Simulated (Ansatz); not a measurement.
# In2O3 (R-3c): given cell or relaxed cell?

Wanted: the change of the gap of In2O3 (R-3c) on relaxing cell and ions.

Main program and level: Ansatz 0.2.0; LDA, HSE06 and G0W0, plane waves, PAW.

**What was measured.**

- Gap 3.08 eV: optical gap from linear extrapolation of the absorption edge; UV-visible absorption, Tauc-type extrapolation; powder (hydrothermally grown microspheres, annealed at 400 C) (“Fabrication and performance enhancement of an In2O3/BiVO4 heterojunction for N-butanol gas sensing applications”, 2024, pmc:11650617).

Most raw output is cut from this account.

### 1. Starting point

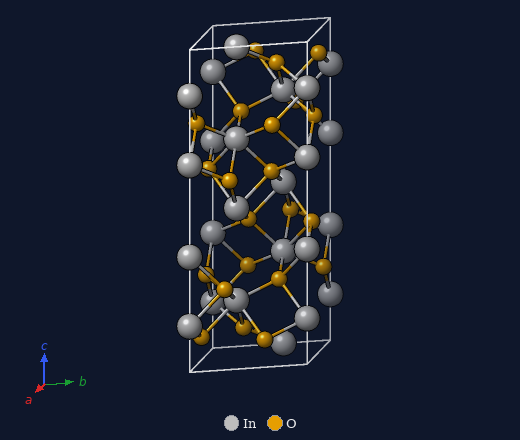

The starting structure, seen slightly off an axis (indium light grey, oxygen orange). This picture shows the conventional cell, with its axes. Some periodic images of atoms are drawn too.

The cell and positions come from the Crystallography Open Database and are kept as given unless a step says otherwise. This is not the form that In2O3 usually takes at ambient conditions. The default PAW set here is soft_2. Its files were made with PBE.

### 2. LDA bands at the given cell

Levels along a band path, at the cheap level, show where the edges lie and whether the meshes to come will hold them.

This step: DFT, LDA, plane waves, PAW.

File input.yaml:

```yaml
crystal:
  lattice:
    - [2.7435, 1.5839604635, 4.8366666667]
    - [-2.7435, 1.5839604635, 4.8366666667]
    - [0.0, -3.167920927, 4.8366666667]
  atoms:
    - { symbol: In, position: [0.35731, 0.35731, 0.35731] }
    - { symbol: In, position: [0.14269, 0.14269, 0.14269] }
    - { symbol: In, position: [0.64269, 0.64269, 0.64269] }
    - { symbol: In, position: [0.85731, 0.85731, 0.85731] }
    - { symbol: O, position: [0.548, 0.952, 0.25] }
    - { symbol: O, position: [0.25, 0.548, 0.952] }
    - { symbol: O, position: [0.952, 0.25, 0.548] }
    - { symbol: O, position: [0.452, 0.048, 0.75] }
    - { symbol: O, position: [0.75, 0.452, 0.048] }
    - { symbol: O, position: [0.048, 0.75, 0.452] }
kpoints:
  mp_grid: { grid: [6, 6, 6] }
  band_path:
    path:
      - [[0.0, 0.0, 0.0], [0.5, 0.5, 0.5], [0.76183349, 0.23816651, 0.5]]
      - [[0.5, -0.23816651, 0.23816651], [0.5, 0.0, 0.0], [0.0, 0.0, 0.0], [0.36908326, -0.36908326, 0.0]]
      - [[0.63091674, 0.0, 0.36908326], [0.5, 0.0, 0.5], [0.0, 0.0, 0.0]]
    npoints: 10
hamiltonian:
  xc: lda
scf:
  occupations: { method: fermi_dirac, width: 0.02 }
  n_extra_bands: 7
output:
  eigenvalues: true
  write_density: true
  write_potential: true
  elf: true
  volumetric_format: npy
```

Command:

```console
$ ansatz run input.yaml --threads 8 --pin off --max-ram 55296MiB --backend cuda --events-out ev --progress --plain --runs-dir out --devices 1 --max-vram 24GiB  # rebuilt from the run's record
```

Elapsed: 2 s, on 1 × NVIDIA H100 80GB HBM3 with 8 threads of AMD EPYC 7R13 (Zen 3), shared host; peak memory 0.98 GiB; 3 s of CPU time.

This step gave:

```yaml
filled_bands: 44
gap: 1.176 eV
valence_top_at: k = (0.300, 0.000, 0.000)
conduction_bottom_at: Γ
least_direct_gap: 1.224 eV
```

The gap is indirect, with the least direct gap 0.05 eV higher.

### 3. The relaxed cell

Cell and ions were relaxed with LDA; that run is not shown. It left this cell:

The structure is trigonal, space group R-3c (No. 167). Conventional cell: a = 5.462 Å, b = 5.462 Å, c = 14.372 Å, α = 90.00°, β = 90.00°, γ = 120.00°. In has 6 O at 2.11 to 2.24 Å nearest. Nearest to O lie 4 In at 2.11 to 2.24 Å. Farther neighbours and most contacts between anions are not listed.

### 4. LDA at the relaxed cell

The cell differs from the one that the last finished run ended in (a 5.782 → 5.735 Å, b 5.782 → 5.735 Å, c 5.782 → 5.735 Å, α 56.7 → 56.9°, β 56.7 → 56.9°, γ 56.7 → 56.9°).

input.yaml, the sections that differ from step 2:

```yaml
crystal:
  lattice:
    - [2.7308911344, 1.5766807316, 4.7907172002]
    - [-2.7308911344, 1.5766807316, 4.7907172002]
    - [0.0, -3.1533614632, 4.7907172002]
  atoms:
    - { symbol: In, position: [0.3576777492, 0.3576777492, 0.3576777492] }
    - { symbol: In, position: [0.1423222508, 0.1423222508, 0.1423222508] }
    - { symbol: In, position: [0.6423222508, 0.6423222508, 0.6423222508] }
    - { symbol: In, position: [0.8576777492, 0.8576777492, 0.8576777492] }
    - { symbol: O, position: [0.5455329468, 0.9544670532, 0.25] }
    - { symbol: O, position: [0.25, 0.5455329468, 0.9544670532] }
    - { symbol: O, position: [0.9544670532, 0.25, 0.5455329468] }
    - { symbol: O, position: [0.4544670532, 0.0455329468, 0.75] }
    - { symbol: O, position: [0.75, 0.4544670532, 0.0455329468] }
    - { symbol: O, position: [0.0455329468, 0.75, 0.4544670532] }
output:
  eigenvalues: true
# kpoints, hamiltonian, scf: as in step 2
```

Elapsed: 2.1 s, on 1 × NVIDIA H100 80GB HBM3 with 8 threads; peak memory 0.95 GiB; 2.9 s of CPU time.

This step gave:

| Property | Result |
| --- | --- |
| gap | 1.289 eV |
| valence top at | k = (0.300, 0.000, 0.000) |
| conduction bottom at | Γ |
| least direct gap | 1.320 eV |

The gap is indirect, with the least direct gap 0.03 eV higher.

### 5. HSE06 at the relaxed cell

HSE06 mixes in a quarter of exact exchange at short range. Exchange couples all pairs of k points, which makes a full band path dear, so levels are read on the mesh and at chosen points.

This step: DFT, HSE06, plane waves, PAW.

Changes to input.yaml since step 4:

```diff
@@ -17,13 +17,19 @@
 kpoints:
-  mp_grid: { grid: [6, 6, 6] }
+  mp_grid: { grid: [4, 4, 4] }
   band_path:
     path:
-      - [[0.0, 0.0, 0.0], [0.5, 0.5, 0.5], [0.76183349, 0.23816651, 0.5]]
-      - [[0.5, -0.23816651, 0.23816651], [0.5, 0.0, 0.0], [0.0, 0.0, 0.0], [0.36908326, -0.36908326, 0.0]]
-      - [[0.63091674, 0.0, 0.36908326], [0.5, 0.0, 0.5], [0.0, 0.0, 0.0]]
-    npoints: 10
+      - [0.0, 0.0, 0.0]
+      - [0.5, 0.5, 0.5]
+      - [0.76183349, 0.23816651, 0.5]
+      - [0.5, -0.23816651, 0.23816651]
+      - [0.5, 0.0, 0.0]
+      - [0.36908326, -0.36908326, 0.0]
+      - [0.63091674, 0.0, 0.36908326]
+      - [0.5, 0.0, 0.5]
+      - [0.3, 0.0, 0.0]
+    npoints: 1
 hamiltonian:
-  xc: lda
+  xc: hse06
 scf:
-  occupations: { method: fermi_dirac, width: 0.02 }
+  occupations: { method: fixed }
   n_extra_bands: 7
@@ -31 +37,5 @@
   eigenvalues: true
+  write_density: true
+  write_potential: true
+  elf: true
+  volumetric_format: npy
```

Wall time 12 s (1 × NVIDIA H100 80GB HBM3 with 8 threads); peak memory 1.5 GiB; 62 s of CPU time.

Numbers from this step:

* gap: 2.934 eV
* valence top at: Γ
* conduction bottom at: Γ
* least direct gap: 2.934 eV

The gap stands +1.65 eV against LDA, and the valence top moves to Γ.

### 6. G0W0 at the relaxed cell

G0W0 replaces the xc potential by the self-energy, built once from these orbitals. Only a window of levels is corrected, while the sums run over the empty bands that the input names.

This step: G0W0 on LDA, plane waves, PAW.

Changes to input.yaml since step 5:

```diff
@@ -18,24 +18,11 @@
   mp_grid: { grid: [4, 4, 4] }
-  band_path:
-    path:
-      - [0.0, 0.0, 0.0]
-      - [0.5, 0.5, 0.5]
-      - [0.76183349, 0.23816651, 0.5]
-      - [0.5, -0.23816651, 0.23816651]
-      - [0.5, 0.0, 0.0]
-      - [0.36908326, -0.36908326, 0.0]
-      - [0.63091674, 0.0, 0.36908326]
-      - [0.5, 0.0, 0.5]
-      - [0.3, 0.0, 0.0]
-    npoints: 1
 hamiltonian:
-  xc: hse06
+  xc: lda
 scf:
   occupations: { method: fixed }
-  n_extra_bands: 7
-output:
-  eigenvalues: true
-  write_density: true
-  write_potential: true
-  elf: true
-  volumetric_format: npy
+gw:
+  n_empty_bands: 315
+  ecut_chi: 108
+  qp_bands: [v3, c3]
+  qp_kpoints: band_edges
+  screening: { model: contour_deformation }
```

The job ended after 10 s (1 × NVIDIA H100 80GB HBM3 with 8 threads; peak memory 1.7 GiB).

Numbers from this step:

| Quantity | Value |
| --- | --- |
| bands summed | 359 |
| RPA ε∞ on this mesh (eigenvalues) | 4.984, 5.211, 5.211 |
| plane waves in the screening matrix | 321 |
| G0W0 gap on the mesh | 2.515 eV |
| k of the valence top | 0, 0, 0.25 |
| k of the conduction bottom | 0, 0, 0 |
| starting gap on the mesh | 1.298 eV |
| least direct G0W0 gap on the computed points | 2.522 eV |

The gap on the mesh goes from 1.30 eV to 2.51 eV, a correction of +1.22 eV. Between the two edge states, bare exchange in place of the xc potential would open the gap by 9.24 eV, and correlation takes back 8.02 eV.

### 7. G0W0 at the given cell

File input.yaml:

```yaml
crystal:
  lattice:
    - [2.7435, 1.5839604635, 4.8366666667]
    - [-2.7435, 1.5839604635, 4.8366666667]
    - [0.0, -3.167920927, 4.8366666667]
  atoms:
    - { symbol: In, position: [0.35731, 0.35731, 0.35731] }
    - { symbol: In, position: [0.14269, 0.14269, 0.14269] }
    - { symbol: In, position: [0.64269, 0.64269, 0.64269] }
    - { symbol: In, position: [0.85731, 0.85731, 0.85731] }
    - { symbol: O, position: [0.548, 0.952, 0.25] }
    - { symbol: O, position: [0.25, 0.548, 0.952] }
    - { symbol: O, position: [0.952, 0.25, 0.548] }
    - { symbol: O, position: [0.452, 0.048, 0.75] }
    - { symbol: O, position: [0.75, 0.452, 0.048] }
    - { symbol: O, position: [0.048, 0.75, 0.452] }
kpoints:
  mp_grid: { grid: [4, 4, 4] }
hamiltonian:
  xc: lda
scf:
  occupations: { method: fixed }
gw:
  n_empty_bands: 321
  ecut_chi: 108
  qp_bands: [v3, c3]
  qp_kpoints: band_edges
  screening: { model: contour_deformation }
```

Elapsed: 11 s, on 1 × NVIDIA H100 80GB HBM3 with 8 threads; peak memory 1.7 GiB; 27 s of CPU time.

Numbers from this step:

| Item | Value |
| --- | --- |
| bands summed | 365 |
| RPA ε∞ on this mesh (eigenvalues) | 5.216, 5.361, 5.361 |
| plane waves in the screening matrix | 327 |
| G0W0 gap on the mesh | 2.356 eV |
| k of the valence top | 0, 0, 0.25 |
| k of the conduction bottom | 0, 0, 0 |
| starting gap on the mesh | 1.184 eV |
| least direct G0W0 gap on the computed points | 2.381 eV |

The gap on the mesh goes from 1.18 eV to 2.36 eV, a correction of +1.17 eV. Between the two edge states, bare exchange in place of the xc potential would open the gap by 9.18 eV, and correlation takes back 8.01 eV.

### 8. Together

G0W0 rows are gaps on the mesh, lowered by the amount that the mesh misses the start's edges, a rough step that assumes the same correction there.

```csv
level,given cell (eV),relaxed cell (eV),change (eV)
LDA,1.18,1.29,+0.11
HSE06,-,2.93,-
G0W0@LDA,2.35,2.50,+0.16
```

### 9. Results

* volume change: −1.9 %
* LDA, given cell: 1.18 eV
* LDA, relaxed cell: 1.29 eV
* HSE06, relaxed cell: 2.93 eV
* G0W0@LDA, relaxed cell: 2.50 eV
* G0W0@LDA, given cell: 2.35 eV
* known limits: not at the basis limit; no spin-orbit coupling

Relaxation changes the volume by −1.9 % and the gap by +0.11 eV (LDA) and +0.16 eV (G0W0@LDA). Against experiment, by G0W0@LDA at the given cell: the gap of 2.35 eV lies −0.73 eV from the measured 3.08 eV (optical, 2024). An exciton line or allowed optical edge lies below the quasiparticle gap by the binding energy; a forbidden edge can push the onset above it. The calculation has static nuclei and no excitons; a measured gap holds zero-point and thermal motion, which mostly lowers it. Against the values above the computed gap that would widen the miss. An edge that is forbidden or weak in absorption could explain it, and so could too strong a screening: the start's gap is only 1.18 eV, and one shot does not repair that. Bands and cutoff are finite, so the gap is not at the basis limit. The miss can reach some tenths of an eV and take either sign; the mesh is an error of its own. The many-body steps are scalar-relativistic: spin-orbit coupling is not in them.

[Paths, hosts, dates, memory and timing lines, banners, echoed tables and standing remarks are left out of the program output.]

[Logs are printed without paths, hosts, clocks, repeated set-up lines and the standing remarks that a program may print on its own settings, such as how far it seeks lower states.]

[Runs of the session that timed out or met a known fault of the program may be left out.]

[Cells called generated may have been cut or substituted from an entry of the Crystallography Open Database or the Materials Project.]

[Hosts, paths, dates, database ids (printed as entryN), source tags and the programs' standing remarks are cut or masked in the printed files.]
